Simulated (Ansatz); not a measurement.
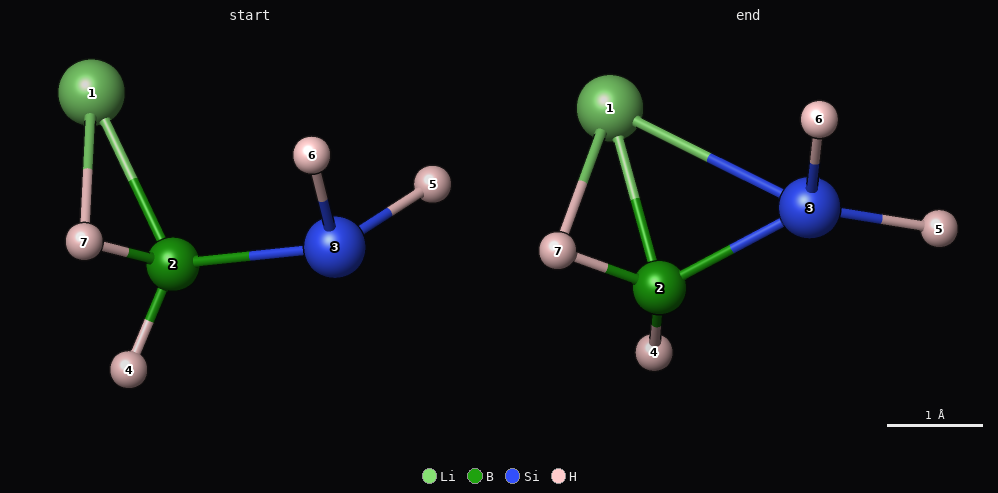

The structure of LiBSiH4 before (left) and after (right) a relaxation, at one scale.

A ball-and-stick model, seen at a tilt.

It is one of the separated reactants of a reaction.

Method: Ansatz 0.2.0, RKS PBE-D4/def2-SVP.

Input
```yaml
crystal:
  periodic: [false, false, false]
  atoms:
    - {symbol: Li, position_ang: [-2.432697, -1.399870, -0.162904]}
    - {symbol: B, position_ang: [-0.293922, -1.140016, 0.146120]}
    - {symbol: Si, position_ang: [0.464411, 0.707720, -0.049597]}
    - {symbol: H, position_ang: [0.484911, -2.016366, 0.433679]}
    - {symbol: H, position_ang: [0.100131, 1.235771, -1.405812]}
    - {symbol: H, position_ang: [-0.247356, 1.607133, 0.918060]}
    - {symbol: H, position_ang: [-0.743579, -1.327807, 1.187773]}
basis:
  gaussian: {orbitals: def2-SVP}
hamiltonian: {xc: pbe, dispersion: d4}
relax: {f_tol: 0.03, max_steps: 250}
```

Command:
```bash
ansatz run in.yaml --threads 2 --pin off --events-out ev --progress --plain --max-ram 4352MiB
```

Question: Describe what moved and what it gained.

Answer: The atom that moves furthest after the best rigid fit is H4 (0.69 Å). Largest moves by element: H 0.69 Å, Si 0.52 Å, Li 0.43 Å, B 0.42 Å. Some distances before and after: Li1–Si3 3.584 → 2.728 Å, B2–Si3 2.007 → 1.873 Å, B2–H7 1.150 → 1.241 Å, Li1–H7 2.164 → 2.079 Å. Bond angles that change, for instance: H4–B2–H7 85.3° → 117.5°, Li1–B2–Si3 117.9° → 85.7°, Li1–B2–H4 125.5° → 99.0°. Over 7 geometry steps the energy falls by 48.3 kcal/mol. The largest force component goes from 2.4 to 0.009 eV/Å. Cost: 11 s on 2 threads of Arm Neoverse V1 (shared host).
